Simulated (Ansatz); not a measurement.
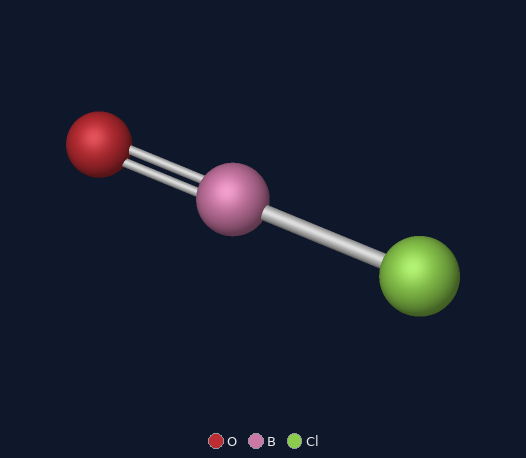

Rendered structure (ball-and-stick style).

The geometry was computed by an optimisation with PBE0-D4/def2-TZVP.

Give the formula.

Answer. BClO, 3 atoms: 1 boron, 1 chlorine and 1 oxygen.

Count the bonded pairs by element.

Answer. 1 B–O, 1 B–Cl.

Give the symmetry (Schoenflies symbol).

Answer. C∞v.

More results for the same structure follow; atom numbers are the same in all pictures, views and colours differ.

Shape

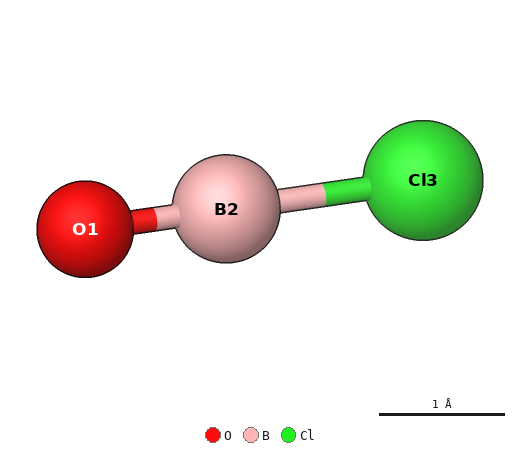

What are the angles O1–B2–Cl3?

| angle | degrees |
| --- | --- |
| O1–B2–Cl3 | 180.0 |

Electronic properties

Level of theory: RKS PBE-D4/def2-TZVPP (Ansatz 0.2.0).

Computed properties:

- dipole moment: 2.64 D
- HOMO energy (Kohn–Sham orbital): −8.45 eV
- LUMO energy (Kohn–Sham orbital): −1.00 eV
- HOMO–LUMO gap: 7.44 eV
- vertical ionisation energy: 12.36 eV

Vibrations

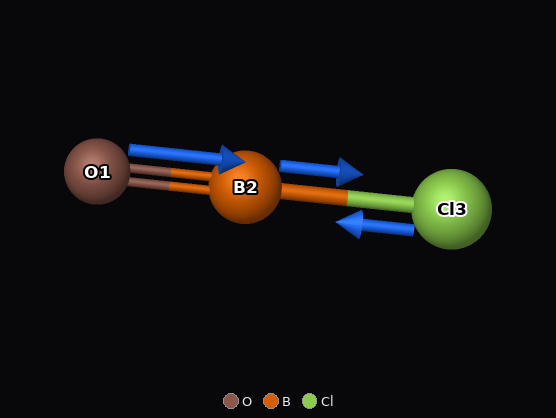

The arrows show one normal mode. Harmonic vibrations computed with RKS PBE0-D4/def2-TZVP (Ansatz 0.2.0) at a stationary point of the same level.

Describe the motion.

Answer. Mostly B–Cl stretching.

Estimate its harmonic wavenumber.

Answer. 699 cm⁻¹; it is mode 3 of 4 counted from the lowest.

Charges

The questions are on Mulliken charges. Method: RKS PBE-D4/def2-TZVPP (Ansatz 0.2.0).

Give the Mulliken charges atom by atom.

```tsv
atom	value (e)
O1	−0.14
B2	0.17
Cl3	−0.03
```

Mulliken values depend strongly on the basis set and can even reverse the polarity of a bond.
